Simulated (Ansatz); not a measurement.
# C₄H₈Br₂ (SMILES CC(C)(Br)CBr): what the fields show

```yaml
atoms:
  - { symbol: C, position_ang: [-0.2218, -0.5973, 1.3196] }
  - { symbol: C, position_ang: [-0.0265, -0.3095, -0.1522] }
  - { symbol: C, position_ang: [-1.1627, 0.4965, -0.7410] }
  - { symbol: Br, position_ang: [0.0143, -2.0607, -1.1005] }
  - { symbol: C, position_ang: [1.3397, 0.2648, -0.4712] }
  - { symbol: Br, position_ang: [1.6118, 2.0239, 0.3387] }
  - { symbol: H, position_ang: [-0.2349, 0.3468, 1.8705] }
  - { symbol: H, position_ang: [-1.1691, -1.1101, 1.4865] }
  - { symbol: H, position_ang: [0.5845, -1.2171, 1.7140] }
  - { symbol: H, position_ang: [-1.0256, 0.6539, -1.8115] }
  - { symbol: H, position_ang: [-2.1141, -0.0114, -0.5824] }
  - { symbol: H, position_ang: [-1.2023, 1.4719, -0.2491] }
  - { symbol: H, position_ang: [1.4702, 0.4117, -1.5403] }
  - { symbol: H, position_ang: [2.1366, -0.3632, -0.0813] }
```

Geometry: PBE0-D4/def2-TZVP.

Computed with RKS PBE0-D4/def2-TZVPP (Ansatz).

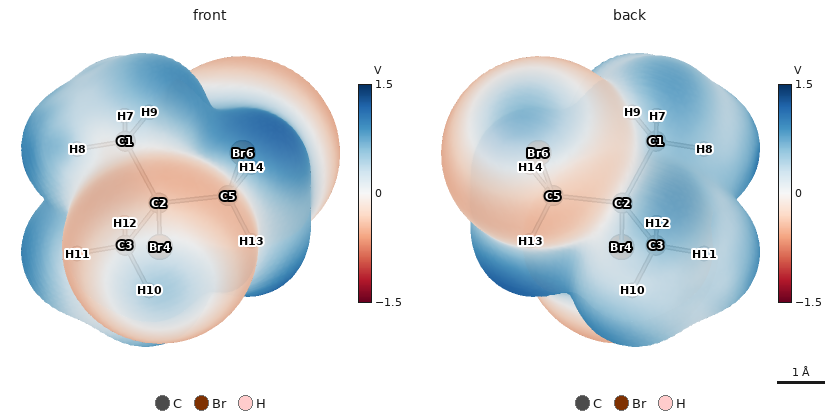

Figure 1. The electrostatic potential painted on the density surface at 0.002 e/bohr³, seen from the front and from behind; the colour scale runs from red (negative) to blue (positive).

> Which sites attract a positive test charge, and which a negative one?

A positive charge is drawn to the negative regions and a negative charge to the positive ones. The most negative region (about −0.5 V, or −12 kcal/mol for a unit charge) lies over Br4 and Br6, the most positive (about +1.2 V, or +28 kcal/mol for a unit charge) over H13 and H14. Br4 shows a σ-hole: about +0.5 V, or +12 kcal/mol for a unit charge at the tip opposite its bond, against about −0.4 V, or −9 kcal/mol for a unit charge on its flanks. Br6 shows a σ-hole: about +0.6 V, or +14 kcal/mol for a unit charge at the tip opposite its bond, against about −0.2 V on its flanks.

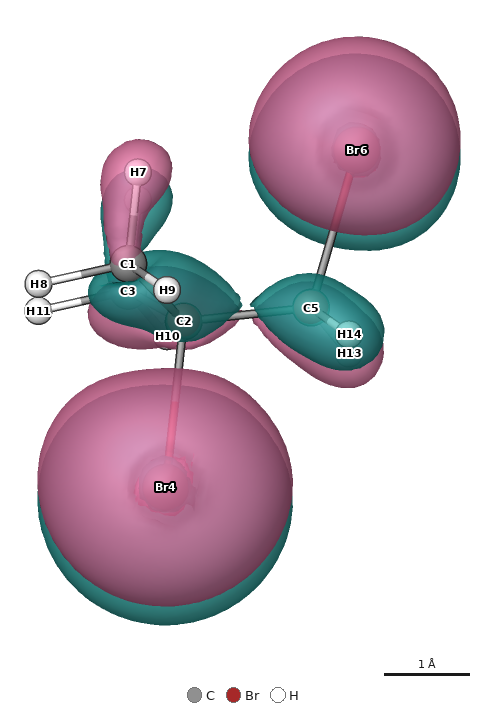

Figure 2. The HOMO−1 at ±0.06 Å⁻³ᐟ² (teal and pink are the two phases), seen from one side.

> Describe this orbital and give its energy.

By Hirshfeld shares it lies mainly on Br4 (about 70 %) and Br6 (about 20 %); largely a lone pair of Br4. Its energy is −8.11 eV.

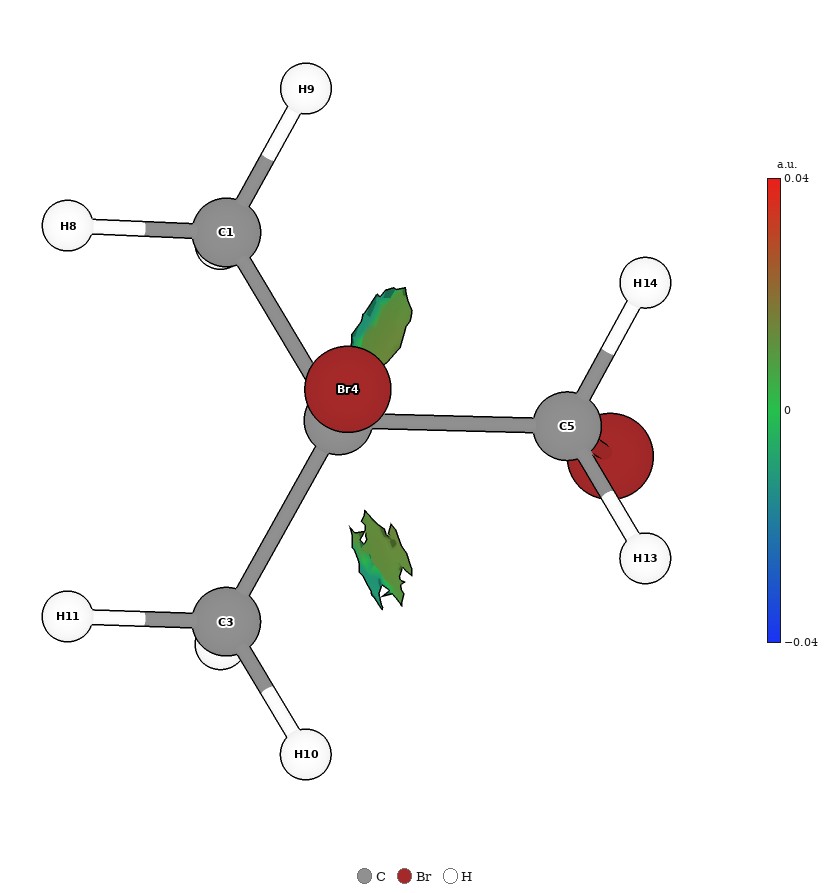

Figure 3. Non-covalent interaction (NCI) plot: the surface where the reduced density gradient is 0.4, for densities under 0.05 a.u., coloured by sign(λ₂)ρ; seen across its widest extent.

> What holds or crowds the atoms apart from the covalent bonds?

Near H12, C3 and Br6: mostly steric crowding (olive to red); near H7, C1 and Br6: mostly steric crowding (olive to red).

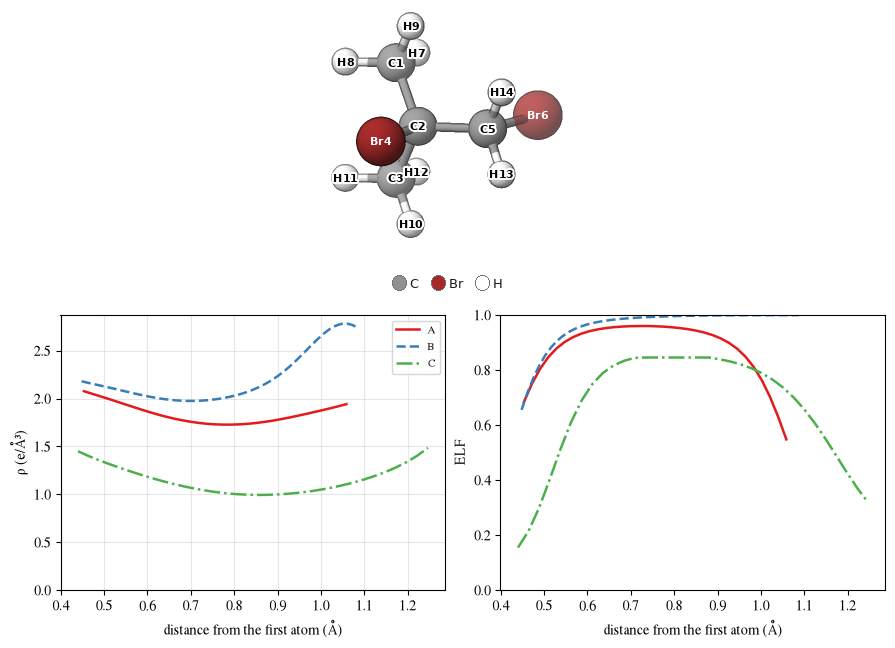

Figure 4. Total electron density and ELF along straight lines between neighbouring atoms. The curves leave out the atomic cores. The structure is drawn too.

> Which curve belongs to which contact (C–Br, C–C and C–H)? The first atom named is at distance zero.

Curve A: C–C (1.51 Å): ρ is about 1.7 e/Å³ halfway; the ELF peaks at about 0.95 between the atoms, as expected for a shared electron pair. Curve B: C–H (1.09 Å): ρ at the midpoint is about 2.1 e/Å³; the ELF climbs to about 1 towards the hydrogen, as it does in any bond to H; a covalent bond by its length. Curve C: C–Br (1.96 Å): ρ is about 1 e/Å³ halfway; the ELF peaks at about 0.85 between the atoms: a shared electron pair.
